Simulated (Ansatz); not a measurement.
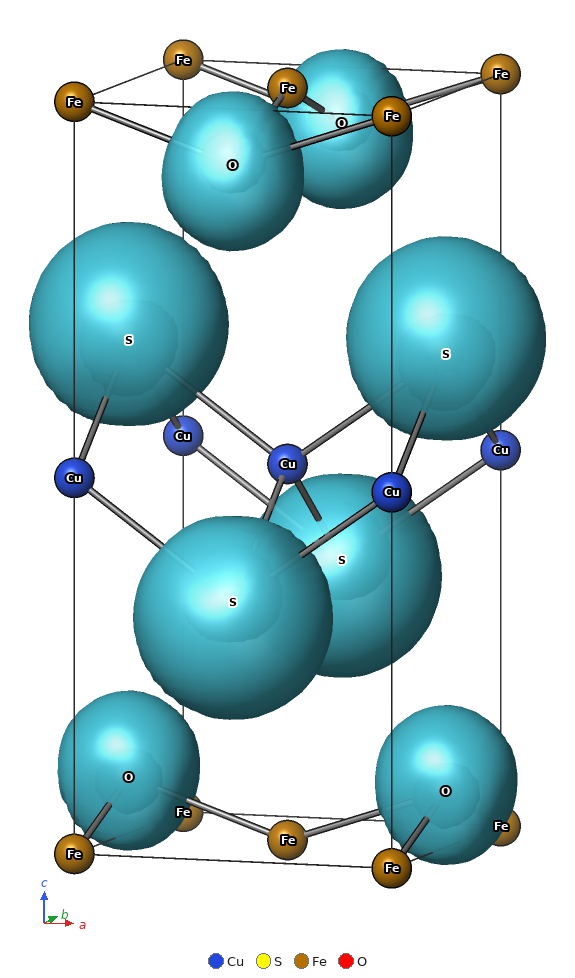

The picture shows: FeCuSO. Isosurface of the electron localisation function at 0.7 (cyan), seen slightly off an axis. Only the valence region is drawn (cores and ρ < 0.01 e/Å³ removed). Sticks mark near contacts.

Space group P4/nmm; computed pressure about 6 GPa in this cell; not the lowest SCF solution found, which lies 34 meV/atom lower; Hubbard U of 3.7 eV on Cu d and 4.36 eV on Fe d only; spin-polarised.

Method: DFT, PAW plane waves, PBE+U in Ansatz.

```
Cu S Fe O
1.0
     3.79131    0.00000    0.00000
     0.00000    3.79131    0.00000
     0.00000    0.00000    8.57582
Cu S Fe O
2 2 2 2
Direct
  0.00000 0.00000 0.50000
  0.50000 0.50000 0.50000
  0.50000 0.00000 0.34420
  0.00000 0.50000 0.65580
  0.50000 0.50000 0.00000
  0.00000 0.00000 0.00000
  0.50000 0.00000 0.92560
  0.00000 0.50000 0.07440
```

Where are the electrons localised?

At this value the surface marks out two regions wrapped around O (the valence shell of each) and two regions wrapped around S (the valence shell of each), counted in one cell of 8 atoms. Any copies at cell faces, edges or corners count once.

Values along the shortest contacts:
Fe–O (2.00 Å): the ELF peaks at about 0.80 in the valence shell of O, 0.6 Å from its nucleus, and is about 0.15 at the midpoint (no localised pair shows between them). Cu–S (2.32 Å): the ELF peaks at about 0.85 in the valence shell of S, 0.8 Å from its nucleus, and is about 0.40 at the midpoint.
